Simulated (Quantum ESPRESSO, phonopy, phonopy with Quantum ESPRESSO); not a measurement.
# BAs (F-43m): a volume series of phonon spectra, part 8 of 8

Aim: how the vibrations of BAs shift with volume, and the expansion that follows.

Measurements to reproduce:
- volume expansion coefficient 11.55 1e-6/K near room temperature (given in “Basic Physical Properties of Cubic Boron Arsenide (three times its linear coefficient)”, 2019, arxiv:1911.11281)
- volume expansion coefficient 10.8 1e-6/K near room temperature (given in “Thermal expansion coefficients of high thermal conducting BAs and BP materials (three times its linear coefficient)”, 2019, arxiv:1906.04101)

Quantum ESPRESSO 7.5; DFT PBE, scalar-relativistic, plane waves, GBRV ultrasoft pseudopotentials.

So far. Step 24 (Lattice dynamics at this volume, V/V0 0.97): The time given is that of the 2 pw.x runs on displaced cells behind this step. Step 25 (Ground state at this cell, V/V0 1.05): The run ends at a pressure of -5.80 GPa.

### Step 26. Born charges and dielectric tensor

In a polar crystal the Born charges and ε∞ give the long-range dipole term that a finite supercell misses. They are those of this k-mesh and were not tested on a denser one; where the gap is small they converge slowly, and the LO modes with them.

ph.in reads:

```
phonons
&INPUTPH
  prefix = 'x'
  outdir = './tmp'
  fildyn = 'x.dyn'
  tr2_ph = 1.0d-18
  epsil  = .true.
/
0.000000000 0.000000000 0.000000000
```

scf.in reads:

```
&CONTROL
  calculation = 'scf'
  prefix      = 'x'
  outdir      = './tmp'
  pseudo_dir  = './pseudo'
  tprnfor     = .true.
  tstress     = .true.
/
&SYSTEM
  ibrav       = 0
  nat         = 2
  ntyp        = 2
  ecutwfc     = 40.0
  ecutrho     = 240.0
  occupations = 'fixed'
  nbnd        = 6
/
&ELECTRONS
  conv_thr         = 1.0d-12
  mixing_beta      = 0.7
  electron_maxstep = 100
/
ATOMIC_SPECIES
 B      10.8100  B.upf
 As     74.9216  As.upf
CELL_PARAMETERS angstrom
     0.000000000    2.449220941    2.449220941
     2.449220941    0.000000000    2.449220941
     2.449220941    2.449220941    0.000000000
ATOMIC_POSITIONS crystal
 B      0.000000000   0.000000000   0.000000000
 As     0.250000000   0.250000000   0.250000000
K_POINTS automatic
 12 12 12 0 0 0
```

Command:

```sh
> OMP_NUM_THREADS=1 mpirun -n 8 ph.x -nk 8 -in ph.in > ph.out
```

The log of the run:

```text
[banner, memory and clock lines left out]
Program PHONON v.7.5

     ./tmp/x.save/

     IMPORTANT: XC functional enforced from input :
     Exchange-correlation= PBE
                           (   1   4   3   4   0   0   0)
     Any further DFT definition will be discarded
     Please, verify this is what you really want

     G-vector sticks info

     Reading collected, re-writing distributed wavefunctions in ./tmp/

     Number and degeneracy of irreps per q-point
       N         xq(1)         xq(2)         xq(3)   N irreps
[...]
freq (    1) =      -0.168456 [THz] =      -5.619074 [cm-1]
     freq (    2) =      -0.168456 [THz] =      -5.619074 [cm-1]
     freq (    3) =      -0.168456 [THz] =      -5.619074 [cm-1]
     freq (    4) =      19.394444 [THz] =     646.929010 [cm-1]
     freq (    5) =      19.394444 [THz] =     646.929010 [cm-1]
     freq (    6) =      19.394444 [THz] =     646.929010 [cm-1]
 **************************************************************************

     Mode symmetry, T_d (-43m)  point group:

     freq (   1-   3) =         -5.6  [cm-1]   --> T_2  G_15 P_4   I+R
     freq (   4-   6) =        646.9  [cm-1]   --> T_2  G_15 P_4   I+R
```

The job ended after 29 s (8 MPI ranks of Arm Neoverse V1, shared host).

The Born charges sum to zero within 0.0061 e; the rest is removed before use. Acoustic frequencies in this log differ from zero by the error of the sum rule, which ph.x does not impose.

### Step 27. A displaced supercell

One atom (for the harmonic constants) or a pair of atoms (for the cubic ones) is moved by a few hundredths of an ångström; the forces on all atoms give a column of force constants. The threshold is tight because the forces are small.

System of this step: BAs. The cell holds 54 atoms: 27 B and 27 As. Its edges and angles: a = 10.391 Å, b = 10.391 Å, c = 10.391 Å, α = 60.0°, β = 60.0°, γ = 60.0°. It derives from BAs, repeated 3×3×3.

disp-00001.in reads:

```
&CONTROL
  calculation = 'scf'
  prefix      = 'x'
  outdir      = './tmp'
  pseudo_dir  = './pseudo'
  tprnfor     = .true.
  disk_io     = 'none'
/
&SYSTEM
  ibrav       = 0
  nat         = 54
  ntyp        = 2
  ecutwfc     = 40.0
  ecutrho     = 240.0
  occupations = 'fixed'
  nbnd        = 110
/
&ELECTRONS
  conv_thr         = 1.0d-11
  mixing_beta      = 0.7
  electron_maxstep = 100
/
ATOMIC_SPECIES
 B      10.8100  B.upf
 As     74.9216  As.upf
CELL_PARAMETERS angstrom
     0.000000000    7.347662822    7.347662822
     7.347662822    0.000000000    7.347662822
     7.347662822    7.347662822    0.000000000
ATOMIC_POSITIONS crystal
 B      0.001924712   0.000000000   0.000000000
 B      0.333333333   0.000000000   0.000000000
 B      0.666666667   0.000000000   0.000000000
 B      0.000000000   0.333333333   0.000000000
 B      0.333333333   0.333333333   0.000000000
 B      0.666666667   0.333333333   0.000000000
 B      0.000000000   0.666666667   0.000000000
 B      0.333333333   0.666666667   0.000000000
 B      0.666666667   0.666666667   0.000000000
 B      0.000000000   0.000000000   0.333333333
 B      0.333333333   0.000000000   0.333333333
 B      0.666666667   0.000000000   0.333333333
 B      0.000000000   0.333333333   0.333333333
 B      0.333333333   0.333333333   0.333333333
 B      0.666666667   0.333333333   0.333333333
 B      0.000000000   0.666666667   0.333333333
 B      0.333333333   0.666666667   0.333333333
 B      0.666666667   0.666666667   0.333333333
 B      0.000000000   0.000000000   0.666666667
 B      0.333333333   0.000000000   0.666666667
 B      0.666666667   0.000000000   0.666666667
 B      0.000000000   0.333333333   0.666666667
 B      0.333333333   0.333333333   0.666666667
 B      0.666666667   0.333333333   0.666666667
 B      0.000000000   0.666666667   0.666666667
 B      0.333333333   0.666666667   0.666666667
 B      0.666666667   0.666666667   0.666666667
 As     0.083333333   0.083333333   0.083333333
 As     0.416666667   0.083333333   0.083333333
 As     0.750000000   0.083333333   0.083333333
 As     0.083333333   0.416666667   0.083333333
 As     0.416666667   0.416666667   0.083333333
 As     0.750000000   0.416666667   0.083333333
 As     0.083333333   0.750000000   0.083333333
 As     0.416666667   0.750000000   0.083333333
 As     0.750000000   0.750000000   0.083333333
 As     0.083333333   0.083333333   0.416666667
 As     0.416666667   0.083333333   0.416666667
 As     0.750000000   0.083333333   0.416666667
 As     0.083333333   0.416666667   0.416666667
 As     0.416666667   0.416666667   0.416666667
 As     0.750000000   0.416666667   0.416666667
 As     0.083333333   0.750000000   0.416666667
 As     0.416666667   0.750000000   0.416666667
 As     0.750000000   0.750000000   0.416666667
 As     0.083333333   0.083333333   0.750000000
 As     0.416666667   0.083333333   0.750000000
 As     0.750000000   0.083333333   0.750000000
 As     0.083333333   0.416666667   0.750000000
 As     0.416666667   0.416666667   0.750000000
 As     0.750000000   0.416666667   0.750000000
 As     0.083333333   0.750000000   0.750000000
 As     0.416666667   0.750000000   0.750000000
 As     0.750000000   0.750000000   0.750000000
K_POINTS automatic
 3 3 3 0 0 0
```

Command:

```sh
> OMP_NUM_THREADS=1 mpirun -n 4 pw.x -nk 4 -in disp-00001.in > disp-00001.out
```

The log of the run:

```text
[banner, memory and clock lines left out]
Program PWSCF v.7.5

     Message from routine setup:
     using ibrav=0 with symmetry is DISCOURAGED, use correct ibrav instead

     G-vector sticks info

     bravais-lattice index     =            0
     lattice parameter (alat)  =      19.6365  a.u.
     unit-cell volume          =    5353.9493 (a.u.)^3
     number of atoms/cell      =           54
     number of atomic types    =            2
     number of electrons       =       216.00
[...]
atom    1 type  1   force =    -0.00027259   -0.00775410   -0.00775410
     atom    2 type  1   force =     0.00020150    0.00023980    0.00023980
     atom    3 type  1   force =    -0.00014795    0.00021767    0.00021767
[...]
atom   53 type  2   force =     0.00006910   -0.00000269   -0.00000269
     atom   54 type  2   force =    -0.00000007   -0.00002331   -0.00002331

     Total force =     0.012873     Total SCF correction =     0.000001
     Message from routine punch:
     Nothing written, as per user request (disk_io='none')
[key lines of the parts left out:]
!    total energy              =   -1259.96017570 Ry
convergence has been achieved in  18 iterations
```

Run time: 16 min. Hardware: 4 MPI ranks; 64 min of CPU time.

### Step 28. Phonons, V/V0 1.05

This step: DFT PBE, scalar-relativistic, plane waves, GBRV ultrasoft pseudopotentials (phonopy with Quantum ESPRESSO 4.10.0 / 7.5).

Elapsed: 16 min, on 8 threads; 2.1 h of CPU time.

Phonopy, LO-TO term from ph.x's tensors. The phonon branches at the labelled points (cm⁻¹):

| point | branch 1 | branch 2 | branch 3 | branch 4 | branch 5 | branch 6 |
| --- | --- | --- | --- | --- | --- | --- |
| Γ | 0 | 0 | 0 | 647 | 647 | 648 |
| X | 185 | 185 | 295 | 552 | 552 | 671 |
| U | 183 | 231 | 269 | 560 | 570 | 652 |
| jump to K | 183 | 231 | 269 | 560 | 570 | 652 |
| Γ | 0 | 0 | 0 | 647 | 647 | 648 |
| L | 138 | 138 | 283 | 609 | 609 | 643 |
| W | 204 | 240 | 252 | 551 | 582 | 642 |
| X | 185 | 185 | 295 | 552 | 552 | 671 |

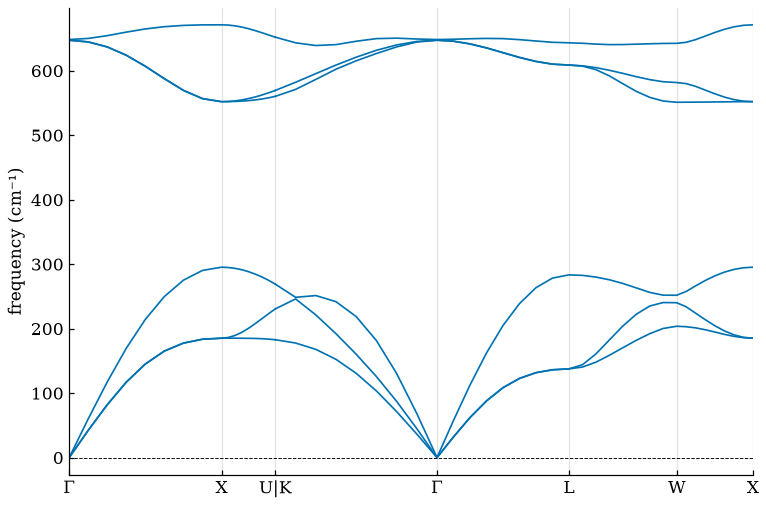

Phonon branches along the path.

No mode is imaginary beyond numerical noise along the path. The highest zone-centre mode (no LO–TO term) moved by -4.9 % for a volume change of +5.0 %.

The time given is that of the 2 pw.x runs on displaced cells behind this step.

### Step 29. How the modes move with volume

This step: DFT PBE, scalar-relativistic, plane waves, GBRV ultrasoft pseudopotentials (phonopy 4.10.0).

Numbers from this step:

```yaml
share_of_modes_with_a_negative_grueneisen_parameter: 0.009
```

Mean Grüneisen, by row:

| T (K) | heat-capacity-weighted mean | root mean square |
| --- | --- | --- |
| 50 | 0.349 | 0.458 |
| 100 | 0.485 | 0.607 |
| 200 | 0.683 | 0.813 |
| 300 | 0.791 | 0.911 |
| 500 | 0.863 | 0.971 |
| 800 | 0.889 | 0.993 |

Mean mode Grueneisen parameter against wavenumber:

| wavenumber (cm⁻¹) | mean mode Grueneisen parameter |
| --- | --- |
| 12 | - |
| 59 | 0.364 |
| 106 | 0.32 |
| 178 | 0.306 |
| 225 | 0.703 |
| 272 | 1.01 |
| 320 | 1.02 |
| 391 | - |
| 438 | - |
| 485 | - |
| 533 | - |
| 604 | 1.45 |
| 651 | 1.18 |
| 698 | 1.16 |

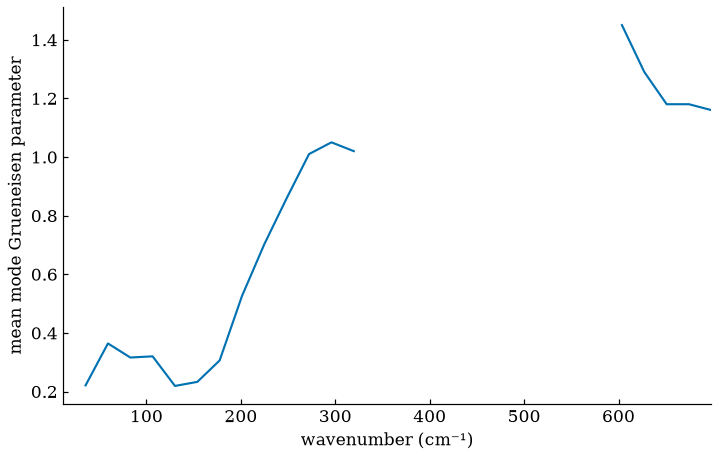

Mean mode Grueneisen parameter against wavenumber.

Volume series, by row:

| V/V0 | V (Å³/atom) | pressure (GPa) | E - E0 (meV/atom) | gap (eV) | zero-point energy (meV/atom) | lowest on the path (cm⁻¹) | highest at Gamma without the LO-TO term (cm⁻¹) |
| --- | --- | --- | --- | --- | --- | --- | --- |
| 0.97 | 13.57 | 4.29 | 5.625 | 1.185 | 82.2 | 0 | 701.4 |
| 0.985 | 13.78 | 2.067 | 1.407 | 1.201 | 80.85 | 0 | 690.7 |
| 1 | 13.99 | 0.01 | 0 | 1.217 | 79.52 | 0 | 680.3 |
| 1.015 | 14.2 | -1.893 | 1.188 | 1.232 | 78.22 | 0 | 670.2 |
| 1.03 | 14.41 | -3.658 | 4.798 | 1.246 | 76.81 | 0 | 660 |
| 1.05 | 14.69 | -5.802 | 13.02 | 1.265 | 75.16 | 0 | 647.2 |

Table of optical frequency at Gamma without the LO-TO term, mode 4 by V/V0:

| V/V0 | optical frequency at Gamma without the LO-TO term, mode 4 (cm⁻¹) |
| --- | --- |
| 0.9700 | 701 |
| 0.9850 | 691 |
| 1.0000 | 680 |
| 1.0150 | 670 |
| 1.0300 | 660 |
| 1.0500 | 647 |

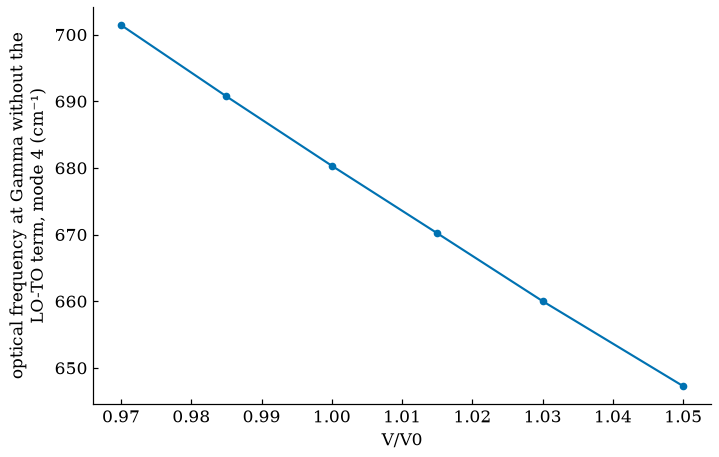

Optical frequency at Gamma without the LO-TO term, mode 4 against V/V0.

Grüneisen at points, by row:

| point | branch | frequency (cm⁻¹) | mode Grüneisen parameter |
| --- | --- | --- | --- |
| Γ | 4 | 680.3 | 1.01 |
| Γ | 6 | 683 | 1.06 |
| X | 1 | 187.5 | 0.12 |
| X | 3 | 310.5 | 1.02 |
| X | 4 | 597.9 | 1.55 |
| X | 6 | 709.5 | 1.1 |
| U | 1 | 184.8 | 0.12 |
| U | 2 | 238.8 | 0.64 |
| U | 3 | 282.3 | 0.99 |
| U | 4 | 603.1 | 1.43 |
| U | 5 | 612.7 | 1.42 |
| U | 6 | 693.8 | 1.23 |
| K | 1 | 184.8 | 0.12 |
| K | 2 | 238.8 | 0.64 |
| K | 3 | 282.3 | 0.99 |
| K | 4 | 603.1 | 1.43 |
| K | 5 | 612.7 | 1.42 |
| K | 6 | 693.8 | 1.23 |
| L | 1 | 138.2 | -0.1 |
| L | 3 | 301 | 1.16 |
| L | 4 | 648.1 | 1.22 |
| L | 6 | 682.2 | 1.17 |
| W | 1 | 209.6 | 0.52 |
| W | 2 | 245.8 | 0.4 |
| W | 3 | 265.7 | 1.09 |
| W | 4 | 597.1 | 1.56 |
| W | 5 | 619.4 | 1.24 |
| W | 6 | 687 | 1.32 |

### Step 30. Free-energy fit

This step gave:

```
volume expansion coefficient at 300 K : 13.91 1e-6/K
isothermal bulk modulus at 300 K      : 126.6 GPa
C_P at 300 K                          : 17.51 J/mol-atom/K
Grüneisen parameter at 300 K          : 0.859
```

The energy (each curve on its own zero) by volume; values in meV/atom:

| volume (Å³/atom) | static | F at 0 K | F at 300 K | F at 900 K |
| --- | --- | --- | --- | --- |
| 13.573 | 5.62 | 9.04 | 9.79 | 14.4 |
| 13.783 | 1.41 | 3.46 | 3.94 | 6.81 |
| 13.992 | 0 | 0.72 | 0.93 | 2.03 |
| 14.202 | 1.19 | 0.62 | 0.53 | -0.14 |
| 14.412 | 4.8 | 2.82 | 2.35 | -0.4 |
| 14.692 | 13.0 | 9.38 | 8.5 | 3.33 |

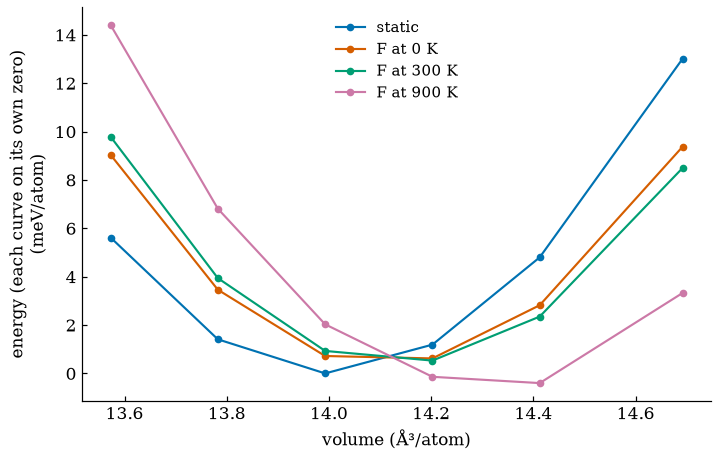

Energy (each curve on its own zero) against volume.

Phonopy-qha, vinet fit of F(V) at each temperature; no electronic free energy. Qha vinet, by row:

| T (K) | fitted volume (Å³/atom) | alpha_V (1e-6/K) | B_T (GPa) | C_P (J/mol-atom/K) | Grueneisen |
| --- | --- | --- | --- | --- | --- |
| 100 | 14.11 | 3.47 | 128.3 | 6.604 | 0.5688 |
| 150 | 14.11 | 6.23 | 128 | 10.14 | 0.6692 |
| 200 | 14.12 | 9.1 | 127.6 | 13.09 | 0.7554 |
| 250 | 14.13 | 11.73 | 127.2 | 15.56 | 0.8174 |
| 300 | 14.14 | 13.91 | 126.6 | 17.51 | 0.8593 |
| 350 | 14.15 | 15.63 | 126.1 | 19.02 | 0.8875 |
| 400 | 14.16 | 16.99 | 125.6 | 20.17 | 0.9076 |
| 450 | 14.17 | 18.07 | 125 | 21.07 | 0.9224 |
| 500 | 14.18 | 18.93 | 124.5 | 21.77 | 0.9333 |
| 550 | 14.2 | 19.63 | 124 | 22.32 | 0.9418 |
| 600 | 14.21 | 20.22 | 123.5 | 22.77 | 0.9495 |
| 650 | 14.23 | 20.7 | 123 | 23.14 | 0.9548 |
| 700 | 14.24 | 21.11 | 122.5 | 23.44 | 0.9598 |
| 750 | 14.26 | 21.47 | 122.1 | 23.7 | 0.9641 |
| 800 | 14.27 | 21.76 | 121.7 | 23.92 | 0.9674 |
| 850 | 14.29 | 22.02 | 121.3 | 24.09 | 0.9705 |

Volume expansion coefficient, phonopy-qha, Vinet against temperature:

| temperature (K) | volume expansion coefficient, phonopy-qha, Vinet (1e-6/K) |
| --- | --- |
| 100 | 3.47 |
| 200 | 9.1 |
| 300 | 13.9 |
| 400 | 17.0 |
| 500 | 18.9 |
| 600 | 20.2 |
| 700 | 21.1 |
| 800 | 21.8 |

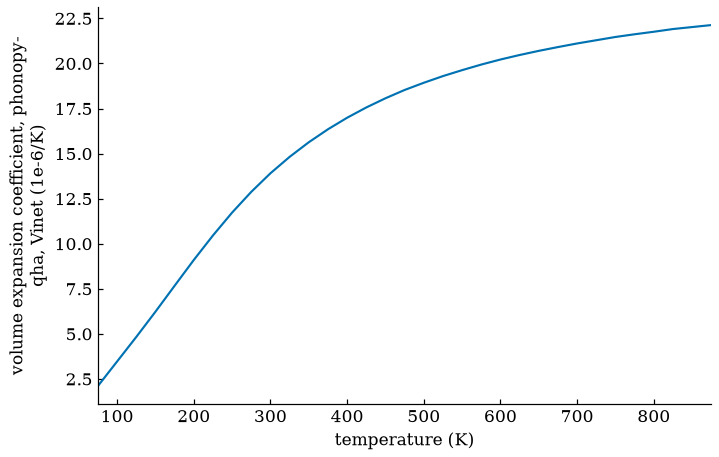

Volume expansion coefficient, phonopy-qha, Vinet, plotted against temperature.

The fit gives a volume expansion of 13.9 × 10⁻⁶/K at 300 K.

### Step 31. Outcome

```json
{"volume expansion coefficient at 300 K": "13.91 1e-6/K", "isothermal bulk modulus at 300 K": "126.6 GPa", "C_P at 300 K": "17.51 J/mol-atom/K", "Grüneisen parameter at 300 K": "0.859", "mean mode Grüneisen parameter at 300 K": "0.791"}
```

**Reading.** Near room temperature BAs expands by 13.9 × 10⁻⁶/K in volume by PBE, with C_P = 17.5 J/(mol K) per mole of atoms and B_T = 127 GPa. C_P at room temperature is 70 % of the classical 3R an atom, so the stiffest modes are still partly frozen out. A measured volume expansion coefficient near room temperature is 11.55 1e-6/K (arxiv:1911.11281); the calculated 13.9 1e-6/K differs by +20 %. The heat-capacity-weighted Grüneisen parameter goes from 0.349 at 50 K to 0.889 at 800 K. Weighting γ by the density of states and each mode's heat capacity at 300 K, modes below 240 cm⁻¹ give about 23 % of the sum of γC that drives the expansion, those up to 480 cm⁻¹ 24 % and the rest 53 %. Among the labelled points γ is largest for branch 4 at W (597 cm⁻¹, 1.6) and most negative for branch 1 at L (138 cm⁻¹, -0.1). The supercell is 8.5 Å across at its narrowest and was not tested against a larger one: only its own wavevectors are exact, and acoustic branches between them, with the entropy at low temperature, can be off.

[Logs are printed without paths, hosts, clocks, repeated set-up lines and the standing remarks that a program may print on its own settings, such as how far it seeks lower states.]

[Hosts, paths, dates, database ids (printed as entryN), source tags and the programs' standing remarks are cut or masked in the printed files.]

[A step with changed settings may run another functional than the one named; its input shows which.]

[Of the runs on displaced cells, only some may be shown.]
